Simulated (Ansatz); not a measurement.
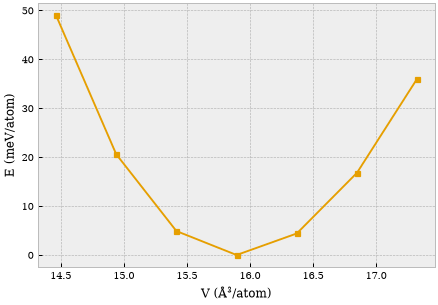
Figure: TiAl$_{3}$ in space group Pmm2 (No. 25; Ti on 1b, Al on 1d, Al on 1c, Al on 1a) under volume change, PBEsol in the plane-wave PAW code Ansatz, shape and atoms relaxed at each volume.

What does a third-order Birch–Murnaghan fit give for V₀, B₀ and B′?

V₀ = 15.89 Å³/atom, B₀ = 104 GPa, B′ = 4.1.

The first step of the workflow began from a Materials Project structure, measured or hypothetical; the Crystallography Open Database copy checked does not list it. With Ti and Al taken as one species the cell has the higher symmetry P6_3/mmc, so it may be an ordered model of a mixed-site phase. Whether it is the stable phase at ambient conditions was not checked. The cell was relaxed with PBEsol under the symmetry of its start; whether a distortion lowers the energy is not shown. No spin polarisation was allowed.

Potentials: the later of the program's two PAW sets.
